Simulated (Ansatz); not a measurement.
The structure in question:

```xyz
2
Lattice="2.7190 0.0000 0.0000 -1.3595 2.3547 0.0000 0.0000 0.0000 4.3080" Properties=species:S:1:pos:R:3 pbc="T T T"
Os    0.0000    1.5698    3.2310
Os    1.3595    0.7849    1.0770
```

Describe what this structure looks like.

The element is osmium. It is primitive hexagonal, space group P6_3/mmc (No. 194). Prototype: hexagonal close-packed (Mg type). The cell holds two atoms. Os is linked to twelve Os in an anticuboctahedral arrangement at 2.67 to 2.72 Å. The bonds build a three-dimensional framework.

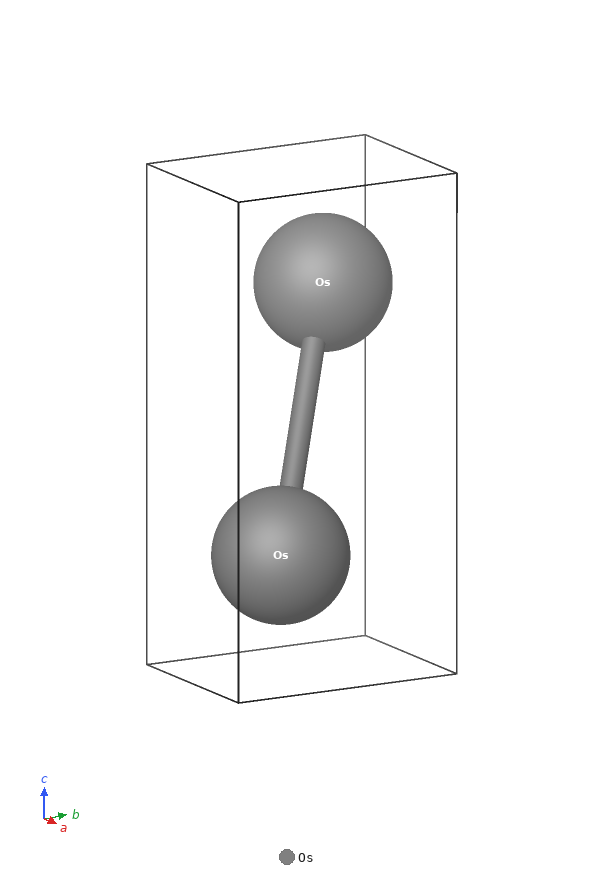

The crystal in a ball-and-stick representation, seen slightly off an axis. The edges of the conventional unit cell are marked.

Origin of the cell: the standard structure of this element. Earlier steps of the study may have refined or changed the cell and positions. It was the input of a calculation with Ansatz.
